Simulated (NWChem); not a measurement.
# One shape, several levels: GeSiH5S (SMILES [SiH2][S][GeH3])

Aim: a comparison of 4 runs (UHF/STO-3G, UHF/3-21G, UB3LYP/6-31G*) of GeSiH5S. 

The results are computed with NWChem 7.3.0.

## (1) Starting point

GeSiH5S has 8 atoms, charge 0, and is taken as a doublet. As SMILES, `[SiH2][S][GeH3]`. Geometry: relaxed at PBE0-D4/def2-TZVP. This is one conformer, not always the lowest.

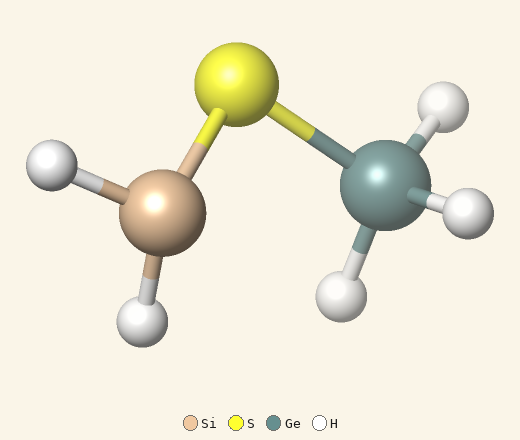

Viewed from a chosen angle; silicon light orange, sulfur yellow, germanium teal, hydrogen white.

## (2) Energy and forces at UHF/STO-3G (run 1)

File run.py:

```python
from ase import Atoms
from ase.calculators.nwchem import NWChem

mol = Atoms(['Si', 'S', 'Ge', 'H', 'H', 'H', 'H', 'H'], positions=[
    [-0.878000, 1.488200, -0.662000],
    [1.044600, 0.591100, -0.762500],
    [0.739700, -1.018400, 0.752500],
    [-1.958600, 0.475700, -0.855700],
    [-0.926300, 2.513700, -1.740000],
    [0.538900, -0.391700, 2.139300],
    [2.019500, -1.860500, 0.710100],
    [-0.487400, -1.855100, 0.362700],
])

calc = NWChem(
    label='geh5ssi',
    theory='scf',
    memory='2200 mb',
    basis='STO-3G',
    basispar='spherical bse',
    scf={'nopen': '1', 'uhf': None, 'thresh': '1e-08', 'maxiter': '80'},
)
mol.calc = calc

forces = mol.get_forces()
print("Total energy (eV):", round(mol.get_potential_energy(), 6))
print("forces (eV/A):")
for s, f in zip(mol.symbols, forces):
    print(f"{s:2s} {f[0]:10.5f} {f[1]:10.5f} {f[2]:10.5f}")
```

Command:

```console
$ export ASE_NWCHEM_COMMAND="nwchem PREFIX.nwi > PREFIX.nwo"
$ python run.py
```

The program printed:

```text
Total energy (eV): -74380.796459
forces (eV/A):
Si   -0.67877    0.12670   -1.03286
S    -0.69579   -0.62504    0.72233
Ge    0.20456   -0.41796    0.20728
H     1.18044    1.10717   -0.03687
H    -0.10912   -1.21603    1.01425
H     0.23562   -0.94642   -1.74892
H    -1.76018    0.96334    0.23058
H     1.62329    1.00828    0.64422
```

The calculator wrote geh5ssi.nwi:

```
title "geh5ssi"

permanent_dir geh5ssi

scratch_dir geh5ssi

start geh5ssi

geometry units angstrom nocenter noautosym noautoz
  Si -8.7800000000000000e-01 1.4882000000000000e+00 -6.6200000000000003e-01
  S  1.0446000000000000e+00 5.9109999999999996e-01 -7.6249999999999996e-01
  Ge 7.3970000000000002e-01 -1.0184000000000000e+00 7.5249999999999995e-01
  H  -1.9585999999999999e+00 4.7570000000000001e-01 -8.5570000000000002e-01
  H  -9.2630000000000001e-01 2.5137000000000000e+00 -1.7400000000000000e+00
  H  5.3890000000000005e-01 -3.9169999999999999e-01 2.1393000000000000e+00
  H  2.0194999999999999e+00 -1.8605000000000000e+00 7.1009999999999995e-01
  H  -4.8740000000000000e-01 -1.8551000000000000e+00 3.6270000000000002e-01
end

memory 2200 mb

basis spherical bse noprint
   * library STO-3G
end

scf
  nopen 1
  uhf
  thresh 1e-08
  maxiter 80
end

task scf gradient
```

geh5ssi.nwo:

```text
Northwest Computational Chemistry Package (NWChem) 7.3.0
             --------------------------------------------------------

           Job information
           ---------------

    nwchem branch   = 7.3.0
    use scalapack   = T
    input           = geh5ssi.nwi
    prefix          = geh5ssi.
    data base       = geh5ssi/geh5ssi.db
    status          = startup
    nproc           =        1

           Memory information
           ------------------

    heap     =     72089596 doubles =      550.0 Mbytes
    stack    =     72089601 doubles =      550.0 Mbytes
    global   =    144179200 doubles =     1100.0 Mbytes (distinct from heap & stack)
    total    =    288358397 doubles =     2200.0 Mbytes
    verify   = yes
    hardfail = no

           Directory information
           ---------------------

  0 permanent = geh5ssi
  0 scratch   = geh5ssi

                                NWChem Input Module
                                -------------------

                                      geh5ssi
                                      -------

[... 26 lines left out ...]
            Nuclear Dipole moment (a.u.)
[... 87 lines left out ...]
 1-e energy   =   -4480.545276
[... 7 lines left out ...]
         Quadratically convergent UHF
[... 14 lines left out ...]
       Final UHF  results
[... 3 lines left out ...]
      One electron energy =  -4473.309644317969
[... 1 line left out ...]
 Nuclear repulsion energy =    321.877852022459
[... 53 lines left out ...]
          Final beta eigenvalues
[... 225 lines left out ...]
                     UHF Final Beta Molecular Orbital Analysis
[... 238 lines left out ...]
     1   1 0 0     -0.373860    -25.184163    -26.737831     51.548134
[... 8 lines of this table left out ...]
     2   0 0 2    -31.876523    -92.931635    -90.823454    151.878566

                              NWChem Gradients Module
                              -----------------------

                                      geh5ssi

  wavefunction    =   UHF

                         UHF ENERGY GRADIENTS

    atom               coordinates                        gradient
                 x          y          z           x          y          z
   1 Si     -1.659179   2.812290  -1.250999    0.013200  -0.002464   0.020086
   2 S       1.974008   1.117017  -1.440916    0.013531   0.012155  -0.014047
   3 Ge      1.397830  -1.924497   1.422019   -0.003978   0.008128  -0.004031
[... 4 lines of this table left out ...]
   8 H      -0.921052  -3.505631   0.685404   -0.031568  -0.019608  -0.012528

                 ----------------------------------------
                 |  Time  |  1-e(secs)   |  2-e(secs)   |
                 ----------------------------------------
                 |  CPU   |       0.00   |       0.84   |
                 ----------------------------------------
                 |  WALL  |       0.00   |       0.84   |
                 ----------------------------------------

 Task  times  cpu:        3.4s     wall:        3.4s
 Total times  cpu:        3.4s     wall:        3.4s
```

Wall time 4.2 s (1 thread of AMD EPYC 9R45 (Zen 5), shared host); peak memory 0.1 GiB.

## (3) Energy and gradient at UHF/3-21G (run 2)

File run.py:

```python
from ase import Atoms
from ase.calculators.nwchem import NWChem

atoms = Atoms(['Si', 'S', 'Ge', 'H', 'H', 'H', 'H', 'H'], positions=[
    [-0.878000, 1.488200, -0.662000],
    [1.044600, 0.591100, -0.762500],
    [0.739700, -1.018400, 0.752500],
    [-1.958600, 0.475700, -0.855700],
    [-0.926300, 2.513700, -1.740000],
    [0.538900, -0.391700, 2.139300],
    [2.019500, -1.860500, 0.710100],
    [-0.487400, -1.855100, 0.362700],
])

calc = NWChem(
    label='run',
    theory='scf',
    memory='2200 mb',
    basis='3-21G',
    basispar='spherical bse',
    scf={'nopen': '1', 'uhf': None, 'thresh': '1e-08', 'maxiter': '80'},
)
atoms.calc = calc

forces = atoms.get_forces()
e = atoms.get_potential_energy()
print(f"E = {e:.6f} eV")
print("forces (eV/A):")
for s, f in zip(atoms.symbols, forces):
    print(f"{s:2s} {f[0]:10.5f} {f[1]:10.5f} {f[2]:10.5f}")
```

Command:

```console
$ export ASE_NWCHEM_COMMAND="nwchem PREFIX.nwi > PREFIX.nwo"
$ python run.py
```

The program printed:

```text
E = -74863.324656 eV
forces (eV/A):
Si   -1.66356    1.20307   -0.53659
S     1.42326   -0.13467   -0.49504
Ge    0.47205   -1.19777    0.81396
H     0.03337    0.04448    0.05872
H    -0.11544    0.00154    0.15005
H    -0.04844   -0.00653   -0.05497
H    -0.10511    0.01471    0.04998
H     0.00386    0.07513    0.01383
```

The calculator wrote run.nwi:

```
title "run"

permanent_dir run

scratch_dir run

start run

geometry units angstrom nocenter noautosym noautoz
  Si -8.7800000000000000e-01 1.4882000000000000e+00 -6.6200000000000003e-01
  S  1.0446000000000000e+00 5.9109999999999996e-01 -7.6249999999999996e-01
  Ge 7.3970000000000002e-01 -1.0184000000000000e+00 7.5249999999999995e-01
  H  -1.9585999999999999e+00 4.7570000000000001e-01 -8.5570000000000002e-01
  H  -9.2630000000000001e-01 2.5137000000000000e+00 -1.7400000000000000e+00
  H  5.3890000000000005e-01 -3.9169999999999999e-01 2.1393000000000000e+00
  H  2.0194999999999999e+00 -1.8605000000000000e+00 7.1009999999999995e-01
  H  -4.8740000000000000e-01 -1.8551000000000000e+00 3.6270000000000002e-01
end

memory 2200 mb

basis spherical bse noprint
   * library 3-21G
end

scf
  nopen 1
  uhf
  thresh 1e-08
  maxiter 80
end

task scf gradient
```

run.nwo:

```text
Northwest Computational Chemistry Package (NWChem) 7.3.0
             --------------------------------------------------------

           Job information
           ---------------

    nwchem branch   = 7.3.0
    use scalapack   = T
    input           = run.nwi
    prefix          = run.
    data base       = run/run.db
    status          = startup
    nproc           =        1

           Memory information
           ------------------

    heap     =     72089596 doubles =      550.0 Mbytes
    stack    =     72089601 doubles =      550.0 Mbytes
    global   =    144179200 doubles =     1100.0 Mbytes (distinct from heap & stack)
    total    =    288358397 doubles =     2200.0 Mbytes
    verify   = yes
    hardfail = no

           Directory information
           ---------------------

  0 permanent = run
  0 scratch   = run

                                NWChem Input Module
                                -------------------

                                        run
                                        ---

[... 26 lines left out ...]
            Nuclear Dipole moment (a.u.)
[... 87 lines left out ...]
 1-e energy   =   -4476.041184
[... 7 lines left out ...]
         Quadratically convergent UHF
[... 14 lines left out ...]
       Final UHF  results
[... 3 lines left out ...]
      One electron energy =  -4475.042951236790
[... 1 line left out ...]
 Nuclear repulsion energy =    321.877852022459
[... 56 lines left out ...]
          Final beta eigenvalues
[... 243 lines left out ...]
                     UHF Final Beta Molecular Orbital Analysis
[... 255 lines left out ...]
     1   1 0 0     -0.717373    -25.336849    -26.928659     51.548134
[... 8 lines of this table left out ...]
     2   0 0 2    -38.014365    -96.477875    -93.415056    151.878566

                              NWChem Gradients Module
                              -----------------------

                                        run

  wavefunction    =   UHF

                         UHF ENERGY GRADIENTS

    atom               coordinates                        gradient
                 x          y          z           x          y          z
   1 Si     -1.659179   2.812290  -1.250999    0.032351  -0.023396   0.010435
   2 S       1.974008   1.117017  -1.440916   -0.027678   0.002619   0.009627
   3 Ge      1.397830  -1.924497   1.422019   -0.009180   0.023293  -0.015829
[... 4 lines of this table left out ...]
   8 H      -0.921052  -3.505631   0.685404   -0.000075  -0.001461  -0.000269

                 ----------------------------------------
                 |  Time  |  1-e(secs)   |  2-e(secs)   |
                 ----------------------------------------
                 |  CPU   |       0.00   |       1.03   |
                 ----------------------------------------
                 |  WALL  |       0.00   |       1.03   |
                 ----------------------------------------

 Task  times  cpu:        4.2s     wall:        4.2s
 Total times  cpu:        4.2s     wall:        4.2s
```

Run time: 5.1 s. Hardware: 1 thread of AMD EPYC 9R45 (Zen 5), shared host; peak memory 0.099 GiB.

Run 3 isn't shown in full; the table further down has it.

## (4) Energy and gradient at UB3LYP/6-31G(d) (Cartesian functions) (run 4)

Changes to run.py since step 3:

```diff
@@ -15,8 +15,7 @@
 calc = NWChem(
-    label='run',
-    theory='scf',
+    label='nw',
+    theory='dft',
     memory='2200 mb',
-    basis='3-21G',
-    basispar='spherical bse',
-    scf={'nopen': '1', 'uhf': None, 'thresh': '1e-08', 'maxiter': '80'},
+    basis='6-31G*',
+    dft={'xc': 'b3lyp', 'mult': '2', 'grid': 'xfine', 'convergence': 'energy 1e-08', 'iterations': '100', 'mulliken': None},
 )
@@ -25,4 +24,3 @@
 forces = atoms.get_forces()
-e = atoms.get_potential_energy()
-print(f"E = {e:.6f} eV")
+print("Total energy (eV):", round(atoms.get_potential_energy(), 6))
 print("forces (eV/A):")
```

Command:

```console
$ export ASE_NWCHEM_COMMAND="nwchem PREFIX.nwi > PREFIX.nwo"
$ python run.py
```

The program printed:

```text
Total energy (eV): -75306.011165
forces (eV/A):
Si   -0.33507    0.26086    0.06824
S     0.39533    0.09302   -0.26637
Ge    0.03286   -0.22019    0.18095
H    -0.04705   -0.01908   -0.04170
H    -0.02273    0.00720   -0.05055
H    -0.01969    0.03687    0.12202
H     0.09611   -0.07857    0.00746
H    -0.09976   -0.08006   -0.02005
```

The calculator wrote nw.nwi:

```
title "nw"

permanent_dir nw

scratch_dir nw

start nw

geometry units angstrom nocenter noautosym noautoz
  Si -8.7800000000000000e-01 1.4882000000000000e+00 -6.6200000000000003e-01
  S  1.0446000000000000e+00 5.9109999999999996e-01 -7.6249999999999996e-01
  Ge 7.3970000000000002e-01 -1.0184000000000000e+00 7.5249999999999995e-01
  H  -1.9585999999999999e+00 4.7570000000000001e-01 -8.5570000000000002e-01
  H  -9.2630000000000001e-01 2.5137000000000000e+00 -1.7400000000000000e+00
  H  5.3890000000000005e-01 -3.9169999999999999e-01 2.1393000000000000e+00
  H  2.0194999999999999e+00 -1.8605000000000000e+00 7.1009999999999995e-01
  H  -4.8740000000000000e-01 -1.8551000000000000e+00 3.6270000000000002e-01
end

memory 2200 mb

basis noprint
   * library 6-31G*
end

dft
  xc b3lyp
  mult 2
  grid xfine
  convergence energy 1e-08
  iterations 100
  mulliken
end

task dft gradient
```

nw.nwo:

```text
Northwest Computational Chemistry Package (NWChem) 7.3.0
             --------------------------------------------------------

           Job information
           ---------------

    nwchem branch   = 7.3.0
    use scalapack   = T
    input           = nw.nwi
    prefix          = nw.
    data base       = nw/nw.db
    status          = startup
    nproc           =        1

           Memory information
           ------------------

    heap     =     72089596 doubles =      550.0 Mbytes
    stack    =     72089601 doubles =      550.0 Mbytes
    global   =    144179200 doubles =     1100.0 Mbytes (distinct from heap & stack)
    total    =    288358397 doubles =     2200.0 Mbytes
    verify   = yes
    hardfail = no

           Directory information
           ---------------------

  0 permanent = nw
  0 scratch   = nw

                                NWChem Input Module
                                -------------------

                                        nw
                                        --

[... 26 lines left out ...]
            Nuclear Dipole moment (a.u.)
[... 84 lines left out ...]
          Convergence on energy requested:  1.00D-08
[... 25 lines left out ...]
          Spatial weights used:  Erf1
[... 4 lines left out ...]
          total energy or number of iterations.
[... 28 lines left out ...]
 2-e energy   =    1402.040346
[... 57 lines left out ...]
      One electron energy =    -4489.552456731766
[... 2 lines left out ...]
 Nuclear repulsion energy =      321.877852022459
[... 1304 lines left out ...]
          Convergence on energy requested:  1.00D-08
[... 25 lines left out ...]
          Spatial weights used:  Erf1
[... 4 lines left out ...]
          total energy or number of iterations.
[... 18 lines left out ...]
                            NWChem DFT Gradient Module
                            --------------------------

                                        nw

  charge          =   0.00
  wavefunction    = open shell

                         DFT ENERGY GRADIENTS

    atom               coordinates                        gradient
                 x          y          z           x          y          z
   1 Si     -1.659179   2.812290  -1.250999    0.006516  -0.005073  -0.001327
   2 S       1.974008   1.117017  -1.440916   -0.007688  -0.001809   0.005180
   3 Ge      1.397830  -1.924497   1.422019   -0.000639   0.004282  -0.003519
[... 4 lines of this table left out ...]
   8 H      -0.921052  -3.505631   0.685404    0.001940   0.001557   0.000390

                 ----------------------------------------
                 |  Time  |  1-e(secs)   |  2-e(secs)   |
                 ----------------------------------------
                 |  CPU   |       0.00   |       7.32   |
                 ----------------------------------------
                 |  WALL  |       0.00   |       7.32   |
                 ----------------------------------------

 Task  times  cpu:       36.9s     wall:       36.9s
 Total times  cpu:       36.9s     wall:       36.9s
```

Run time: 38 s. Hardware: 1 thread of AMD EPYC 9R45 (Zen 5), shared host; peak memory 0.15 GiB.

## (5) The series

```csv
run,level,iteration cap,module,energy (Eh),dipole moment (D),HOMO energy (eV),LUMO energy (eV),wall time
1,UHF/STO-3G,80,scf,-2733.443875,1.50,-5.59,5.96,4.2 s
2,UHF/3-21G,80,scf,-2751.176459,2.76,-8.76,0.72,5.1 s
3,UB3LYP/6-31G* (spherical functions),100,dft,-2767.435335,–,–,–,36 s
4,UB3LYP/6-31G* (Cartesian functions),100,dft,-2767.444889,1.47,-5.59,-2.83,38 s
```

## (6) Outcome

```
                                 quantity           value
                      run 4: total energy  -2767.44489 Eh
                     run 4: dipole moment          1.47 D
run 4: HOMO energy (highest over α and β)        -5.59 eV
 run 4: LUMO energy (lowest over α and β)        -2.83 eV
                              run 4: ⟨S²⟩           0.752
          run 4: largest force on an atom      0.486 eV/Å
```

What this shows: Over runs 1, 2, 4 the dipole moment (its size) runs from 1.47 D (UB3LYP/6-31G*) to 2.76 D (UHF/3-21G). The two ends differ in method and basis. In run 1 the basis is minimal, so the values are rough. All runs together took 83 s, the longest 38 s.
